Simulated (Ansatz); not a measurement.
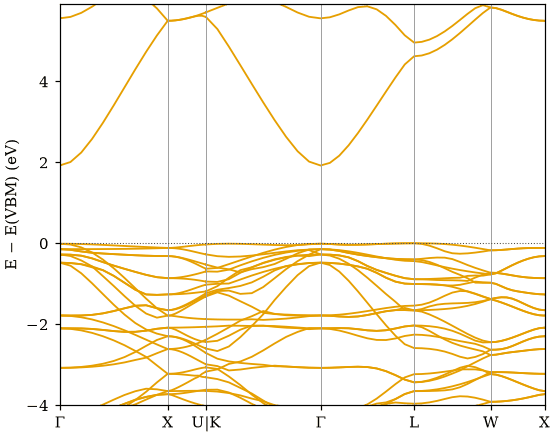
Figure: Band structure from plane-wave PAW r²SCAN (Ansatz code)

**Question.** Read off the gap and where the band edges lie.

**Answer.** About 1.9 eV (1.92 eV by a search for the band edges); maximum at L, minimum at Γ.

**Question.** Which compound is it?
(A) ZnIn2O4, spinel
(B) InAs, zinc blende
(C) InP, zinc blende
(D) MgS, rock salt

**Answer.** A, ZnIn2O4, spinel

Space group Fd-3m (spinel). A made-up cell: these elements were put on the sites of a structure type; the Crystallography Open Database copy checked does not list it. Whether it is the stable phase at ambient conditions was not checked. The r²SCAN relaxation kept the symmetry of its start; whether a distortion lowers the energy is not shown. Spin–orbit coupling is left out wherever it is not named.

Potentials: the earlier of the program's two PAW sets. The files were generated under PBE; for other functionals the program regenerates the frozen cores, and for LDA and PBEsol the local potential too.
